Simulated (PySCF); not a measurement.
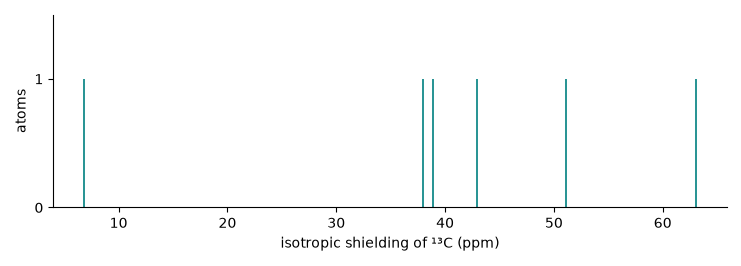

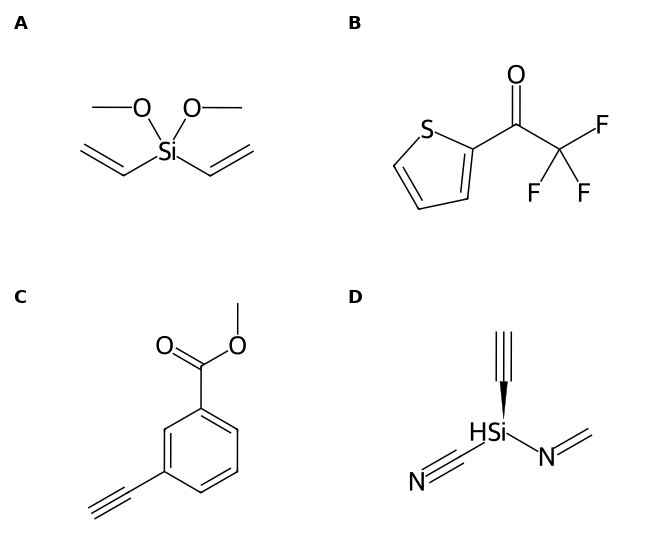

The sticks are computed shieldings of one of the molecules, for one fixed geometry (PBE0-D3(BJ)/def2-SVP) without averaging over rotations. Low shielding means a high chemical shift. Method: GIAO PBE0/pcSseg-1 NMR shielding, non-relativistic, gas phase (PySCF 2.14.0).

> Which molecule gives this pattern?

B, `O=C(c1cccs1)C(F)(F)F`. Its 6 C atoms give lines at 6.8, 37.9, 38.9, 42.9, 51.1, 63.1 ppm.
